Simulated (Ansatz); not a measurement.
**C24H14 (dbal) (charge +2): density, localisation and related maps**

```xyz
38

C     4.7984   -0.4994    1.1046
C     4.2074    0.7379    1.3762
C     2.8408    0.9864    1.0991
C     2.0304    0.0075    0.5223
C     2.6106   -1.3054    0.3636
C     3.9978   -1.5256    0.6136
C     1.7739   -2.4003    0.1281
C     0.3564   -2.2667    0.0808
C    -0.4560   -3.4184   -0.0111
C    -1.8460   -3.2997   -0.0119
C    -2.4568   -2.0308    0.0279
C    -3.8852   -1.9095    0.0444
C    -4.4727   -0.6628    0.0720
C    -3.6674    0.4965    0.0539
C    -2.2588    0.4372    0.0268
C    -1.4216    1.6206   -0.0945
C    -1.9616    2.9124   -0.2412
C    -1.1498    4.0133   -0.4801
C     0.2509    3.8611   -0.6185
C     0.8235    2.6248   -0.4325
C     0.0299    1.4762   -0.1009
C     0.6069    0.2035    0.1817
C    -0.2285   -0.9627    0.1147
C    -1.6437   -0.8429    0.0483
H     5.8584   -0.6665    1.3069
H     4.8069    1.5392    1.8168
H     2.4284    1.9524    1.3875
H     4.4161   -2.5217    0.4448
H     2.2103   -3.4011    0.0477
H     0.0075   -4.4062   -0.0688
H    -2.4683   -4.1973   -0.0493
H    -4.4968   -2.8152    0.0378
H    -5.5597   -0.5610    0.0941
H    -4.1744    1.4621    0.0518
H    -3.0390    3.0685   -0.2008
H    -1.6032    4.9998   -0.6057
H     0.8674    4.7194   -0.8937
H     1.8922    2.5085   -0.6015
```

These are results of DFT custom functional, Gaussian basis def2-SVP (Ansatz 0.2.0), not measurements.

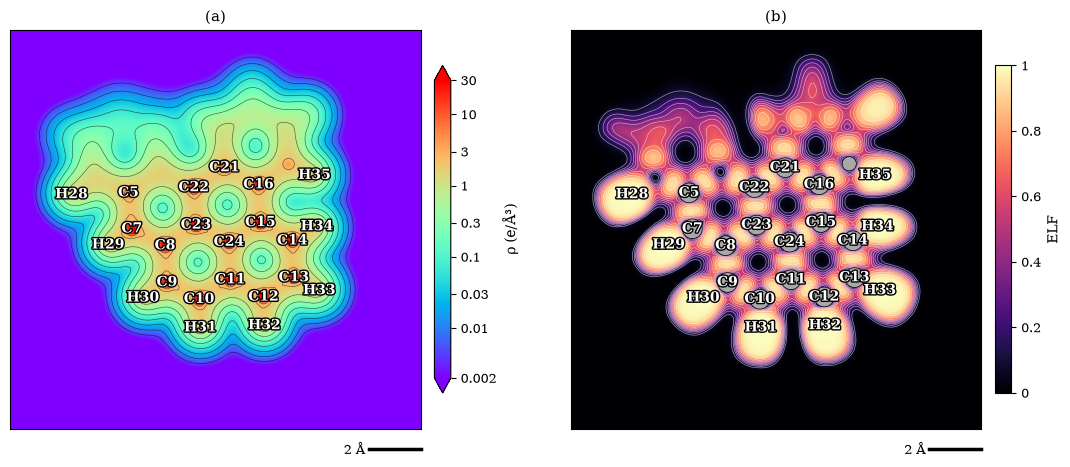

Figure 1. (a) electron density; (b) ELF on the plane of atoms C11, C24 and C15. Grey discs cover the atomic cores in the ELF map.

> Describe what can be read from this map.

The plane passes through C and H nuclei. C–C (1.40 Å): the density is about 2.1 e/Å³ at the midpoint; the ELF peaks at about 0.95 between the atoms (a covalent bond). C–H (1.09 Å): ρ at the midpoint is about 2.1 e/Å³; the ELF climbs to about 1 towards the hydrogen, as it does in any bond to H (a covalent bond by its length). C–C (1.46 Å): the density is about 1.9 e/Å³ at the midpoint; the ELF peaks at about 0.95 between the atoms, as expected for localised, covalent bonding.

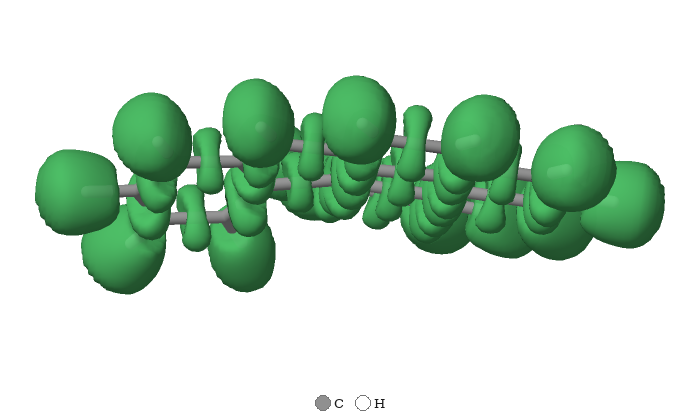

Figure 2. Isosurface of the ELF at 0.75 (green), seen from one side. Only the valence region is drawn (cores and ρ < 0.01 e/Å³ removed).

> Where are the electrons localised?

The surface consists of 29 regions between bonded C–C atoms (shared pairs) and 14 regions around hydrogen nuclei. Along the contacts the grid gives the following. C–C (1.38 Å): the ELF peaks at about 0.95 between the atoms, as expected for localised, covalent bonding.

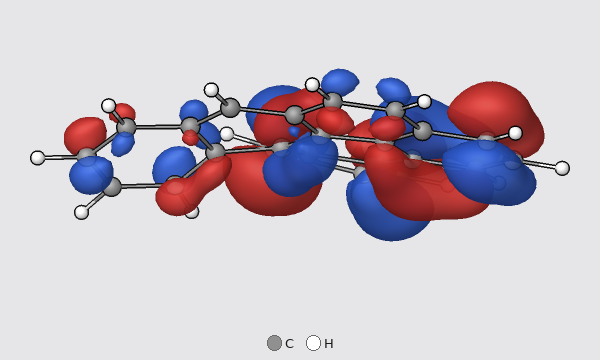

Figure 3. The HOMO at ±0.08 Å⁻³ᐟ² (red and blue are the two phases), seen from one side.

> Describe this orbital and give its energy.

Its weight (Hirshfeld) is mainly on C17 (about 15 %), C20 (about 10 %), C15 (about 10 %), C12 (about 10 %) and C19 (about 10 %). Its energy is −13.16 eV.

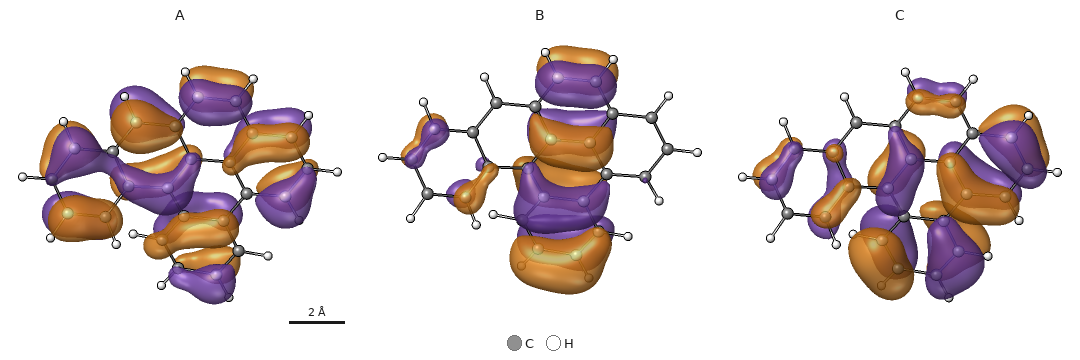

Figure 4. Three frontier orbitals at ±0.06 Å⁻³ᐟ² (orange and purple are the two phases), in no order.

> Order the three orbitals by energy and name them.

B is the HOMO−1 (−13.96 eV). Its weight (Hirshfeld) is mainly on C18 (about 15 %), C21 (about 15 %), C19 (about 10 %), C16 (about 10 %), C24 (about 5 %) and C23 (about 5 %). C is the HOMO (−13.16 eV). By Hirshfeld shares it lies mainly on C17 (about 15 %), C20 (about 10 %), C15 (about 10 %), C12 (about 10 %) and C19 (about 10 %). A is the LUMO (−11.80 eV). No atom holds more than about 15 % of it (Hirshfeld); by element the shares are C 95 % and H 5 %.

> What is the HOMO–LUMO gap?

1.36 eV between the orbital energies.
